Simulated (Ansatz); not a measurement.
System: AlFH$_{3}$ (charge −1).

Input

```
crystal:
  periodic: [false, false, false]
  atoms:
    - {symbol: Al, position_ang: [-0.000189, 0.000358, -0.030503]}
    - {symbol: F, position_ang: [0.011424, -0.019552, 1.690311]}
    - {symbol: H, position_ang: [1.553281, 0.011500, -0.563755]}
    - {symbol: H, position_ang: [-0.786580, 1.352186, -0.532399]}
    - {symbol: H, position_ang: [-0.777937, -1.344492, -0.563644]}
basis:
  gaussian: {orbitals: def2-TZVPD, initial_orbitals: start.molden}
total_charge: -1
hamiltonian: {xc: pbe0, dispersion: d4}
output: {forces: true, orbitals: {seedname: orbitals}}
```

Launched as:

```sh
ansatz run in.yaml --threads 4 --pin off --events-out ev --progress --plain --max-ram 3916MiB
```

Geometry: PBE0-D4/def2-TZVPD.

Method: RKS PBE0-D4/def2-TZVPD in Ansatz.

> What can the converged electron density and electron localisation function tell about the bonding?

Al–F (1.72 Å): ρ at the midpoint is about 0.76 e/Å³; the ELF peaks at about 0.85 in the valence shell of F, 0.6 Å from its nucleus, and is about 0.40 at the midpoint.
Al–H (1.64 Å): ρ at the midpoint is about 0.47 e/Å³; the ELF climbs to about 1 towards the hydrogen.

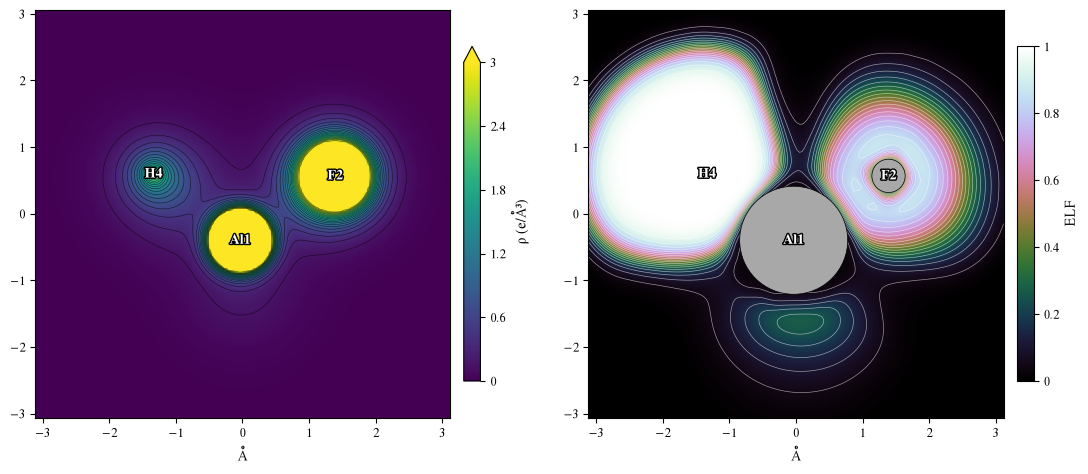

Computed electron density and electron localisation function on the plane of atoms F2, Al1 and H4, in this order. Grey discs cover the atomic cores in the ELF map. 
